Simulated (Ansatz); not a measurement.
**BFH3NO···HCl: density, localisation and related maps**

```xyz
9

B     0.1175   -0.2717   -0.1797
F     0.1031   -0.5850    1.1306
N     1.3450   -0.1903   -0.8402
H     2.2273   -0.3498   -0.3789
H     1.4055    0.0584   -1.8174
O    -1.0591   -0.1087   -0.8459
H    -1.8205   -0.1117   -0.2550
Cl   -0.2164    2.4533    1.1967
H     0.0378    1.3730    1.9348
```

Not at a stationary point (largest force 1.1 eV/Å).

Level of theory: Ansatz, RKS CAM-B3LYP/cc-pVDZ.

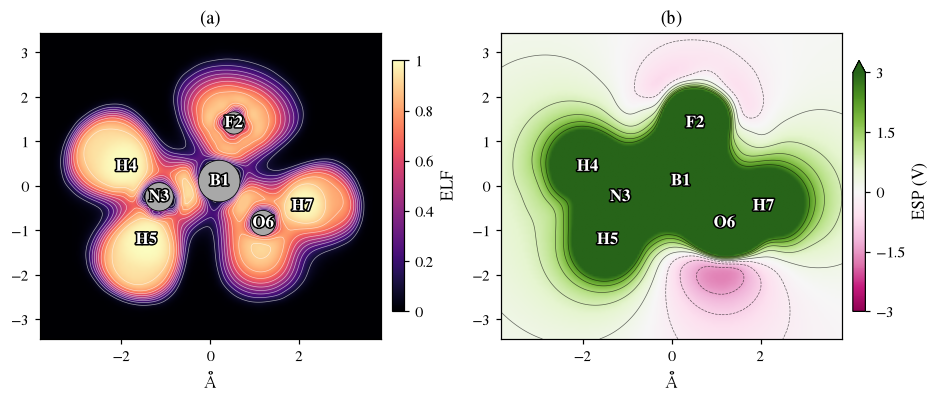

Figure 1. (a) ELF; (b) molecular electrostatic potential on the plane of atoms H4, N3 and H5. Grey discs cover the atomic cores in the ELF map.

### Describe what can be read from this map.

- The section cuts through B, F, N, H and O sites.
- B–F (1.35 Å): the ELF peaks at about 0.85 between the atoms (a shared but strongly polarised pair).
- B–O (1.36 Å): the ELF peaks at about 0.90 between the atoms; a polar covalent bond.
- B–N (1.40 Å): the ELF peaks at about 0.95 between the atoms, as expected for a short, strongly polar bond.
- O–H (0.96 Å): the ELF climbs to about 1 towards the hydrogen, as it does in any bond to H: an ordinary covalent bond to hydrogen.
- N–H (1.01 Å): the ELF climbs to about 1 towards the hydrogen; a covalent bond by its length.
- The ELF also peaks beside O6 and F2, away from the bonds: lone-pair regions.
- Outside the dense part of the complex the potential is most negative (−1.7 V) near O6.

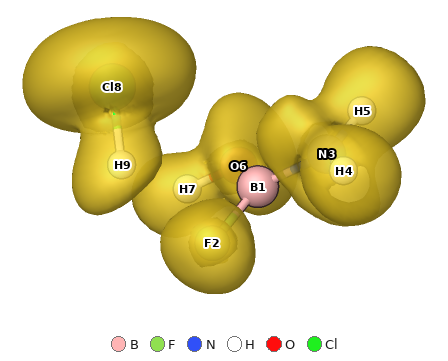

Figure 2. Isosurface of the ELF at 0.75 (yellow), seen from one side. Only the valence region is drawn (cores and ρ < 0.01 e/Å³ removed).

### What do the ELF domains correspond to?

The surface consists of one region on F in which the atom's valence shell and bonds are merged, one joined region spread over several atoms (Cl, H), in which their bonds and any lone pairs are merged, one joined region spread over several atoms (H, N), in which their bonds and any lone pairs are merged and one joined region spread over several atoms (H, O), in which their bonds and any lone pairs are merged.


F2···H9 (2.12 Å): the ELF dips to about 0.05 between them.

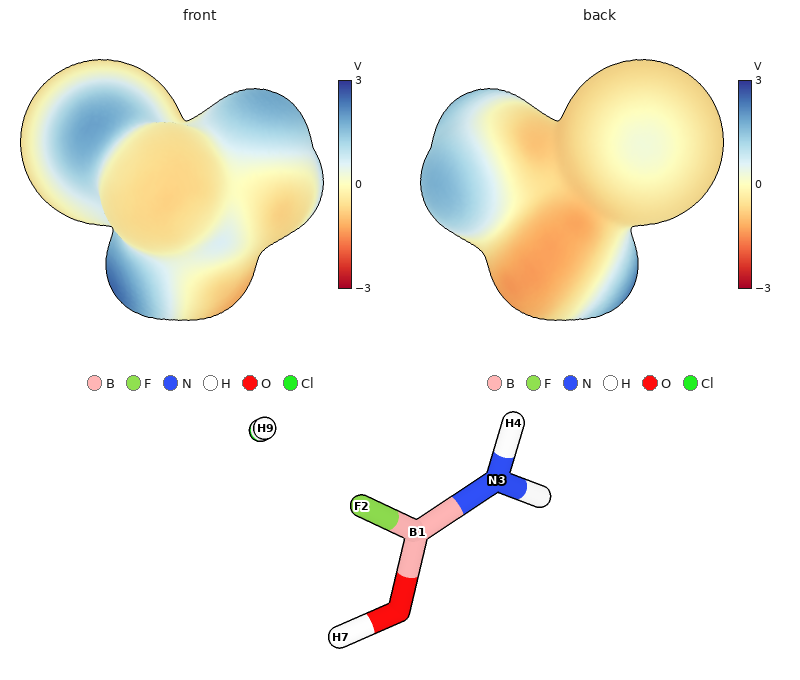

Figure 3. The molecular electrostatic potential painted on the density surface at 0.002 e/bohr³, seen from the front and from behind; the colour scale runs from red (negative) to blue (positive). The bare structure is drawn below in the same view.

### Describe the electrostatic potential map.

The most negative region (about −1.3 V) lies over O6, the most positive (about +2.4 V) over H7. Cl8 shows a σ-hole: about +0.3 V at the tip opposite its bond, against about −0.6 V on its flanks. O6 is the likeliest acceptor of a hydrogen bond.
